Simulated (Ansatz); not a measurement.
The starting structures come from a database of crystals and need not be the phases stable at ambient conditions.

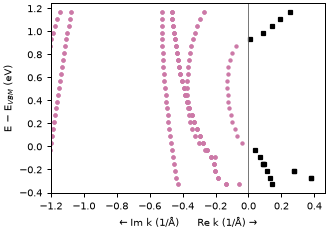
Fig. 1. Complex bands at the centre of the two-dimensional zone; r2SCAN (Ansatz, an electronic-structure program)

The gap is the functional's own. No spin-orbit coupling. Mid-gap values are interpolated on the energy grid.

This is WBr$_{6}$ (R-3, not sure to be the ambient phase, 7 atoms a cell, 29.4 Å³ an atom) along the normal of (001). Read off the slowest decay at the centre of the two-dimensional zone at 0.45 eV, the computed energy nearest the middle of the gap.

κ ≈ 0.13 1/Å, a decay length 1/(2κ) of the density of 4.0 Å.
